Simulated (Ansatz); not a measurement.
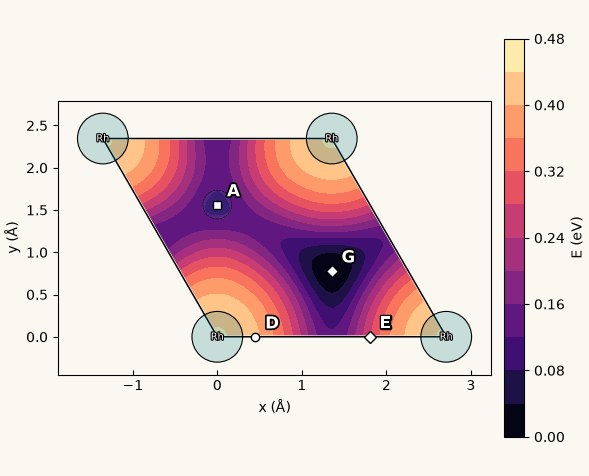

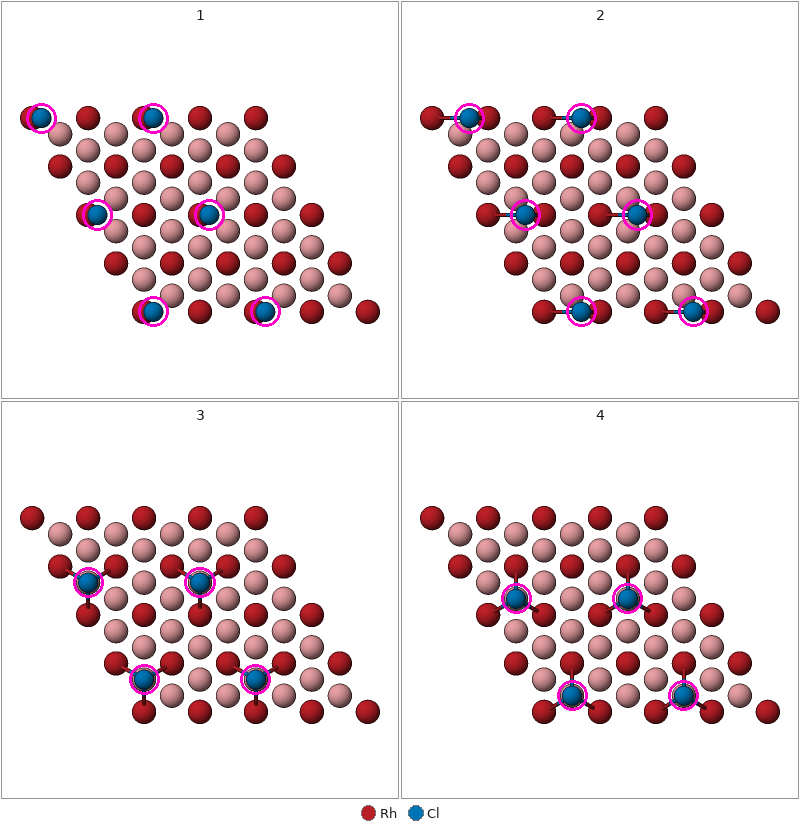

Cl on a Rh(111) slab cut from the Fm-3m phase, its upper half relaxed before the scan (12 atoms of substrate and one adsorbate in a 2 × 2 cell). Cl is moved over the surface cell; relaxed at each place: the height of the adsorbate's atoms; substrate rigid; the origin of the map has the adsorbate above Rh9. Places are given modulo a cell vector. The map is drawn in real space over the plane of the surface. The scan uses a 6 × 6 grid; 10 points were computed and 26 follow by symmetry. Places are given in fractions of the 1 × 1 surface cell. Energies: eV, counted from the lowest grid point. These are results of Ansatz 0.2.0, DFT PBE, scalar-relativistic, plane waves, PAW, not measurements. Settings: cutoff 420 eV, k-mesh 6×6×1, gaussian smearing 0.1 eV, no spin polarisation.

The picture shows filled contours, labelled circles for the atoms of the top layer and small ones for the second layer, the outline of one cell of the plane, lettered points. Between grid points the surface is interpolated. The numbered pictures are the structures at these points, in random order. Rings mark the moved atoms.

### Which structure belongs to which point?

A is structure 3: a threefold hollow over a second-layer Rh atom, (2/6, 4/6) of the cell vectors, 0.110 eV; D is structure 1: (1/6, 0/6) of the cell vectors [nearest 1 Rh at 2.29 Å], 0.407 eV; E is structure 2: (4/6, 0/6) of the cell vectors [nearest 1 Rh at 2.30 Å], 0.275 eV; G is structure 4: a threefold hollow over a third-layer Rh atom, (4/6, 2/6) of the cell vectors, 0.000 eV.

PAW datasets: the set soft_1.
